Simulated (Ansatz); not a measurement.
# MoSi2 (I4/mmm): Drude plasma energy along x against volume

The cell of MoSi2 (I4/mmm) is scaled evenly and the response computed anew at each volume, on one mesh. The atoms keep their fractional positions. x, y and z are the Cartesian axes of the input cell.

Symmetry: I4/mmm, No. 139, tetragonal system. The conventional cell has a = 3.200 Å, b = 3.200 Å, c = 7.861 Å, α = 90.00°, β = 90.00°, γ = 90.00°. Mo on site a has 10 Si at 2.62 Å as nearest neighbours. Si on site e has 5 Si at 2.61 to 2.63 Å and 5 Mo at 2.62 Å as nearest neighbours.

Method: Ansatz 0.2.0, PBE, independent particles, k-mesh 20×20×20 with interpolation inside its cells, Gaussian parameter 0.1 eV.

Launch of the response step: `ansatz run input.yaml --threads 4 --pin off --max-ram 8192MiB --backend cpu --events-out ev --progress --plain --runs-dir out`. The series took 6.9 min in all, on 4 threads of Arm Neoverse V1, on a shared host.

| V/V₀ | V (Å³, primitive cell) | Drude plasma energy along x (eV) |
| --- | --- | --- |
| 0.94 | 37.83 | 2.4274 |
| 0.96 | 38.64 | 2.3816 |
| 0.98 | 39.44 | 2.3374 |
| 1.00 | 40.25 | 2.2948 |
| 1.02 | 41.05 | 2.2539 |
| 1.04 | 41.86 | 2.2150 |
| 1.06 | 42.66 | ? |

For small changes the quantity should be close to linear in ln V.

Working, on the rows shown:

| x = ln(V/V₀) | y = Drude plasma energy along x |
| --- | --- |
| -0.0618754 | 2.4274 |
| -0.040822 | 2.3816 |
| -0.0202027 | 2.3374 |
| 0 | 2.2948 |
| 0.0198026 | 2.2539 |
| 0.0392207 | 2.215 |

Means: x̄ = -0.010646, ȳ = 2.3184. Σ(x − x̄)(y − ȳ) = -0.01504, Σ(x − x̄)² = 0.007154. Slope = -0.01504 / 0.007154 = -2.103; intercept = ȳ − slope · x̄ = 2.296. The line misses the rows shown by at most 0.0015 eV.

**Question.** Fill in the last column of the withheld row.

**Answer.** At x = 0.058269 the line gives y = 2.1734 eV. The run gave 2.1788 eV, so the extrapolation is off by 0.0054 eV, 2 % of the range in the table.

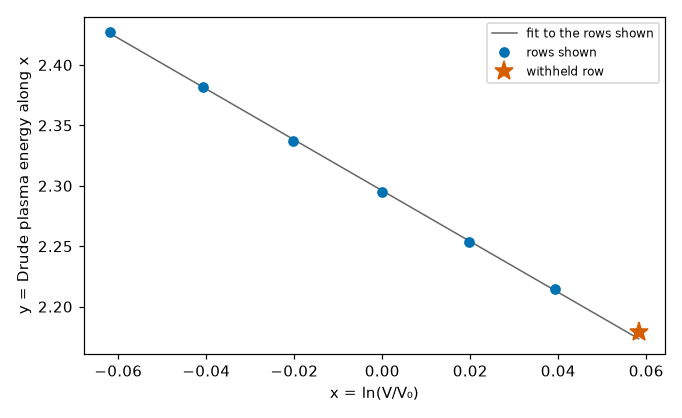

Between the rows on either side of x = 0 the slope is (2.2539 − 2.3374) / (0.019803 − (-0.020203)) = -2.087. So d ln ωp/d ln V = -0.91; free electrons would give −0.50. The cell comes from an older database entry, whose edges can be off by a per cent or so. The values come from a sum over the points of one k-mesh and carry its error, which is largest for Fermi-surface quantities. Spin-orbit coupling is left out.
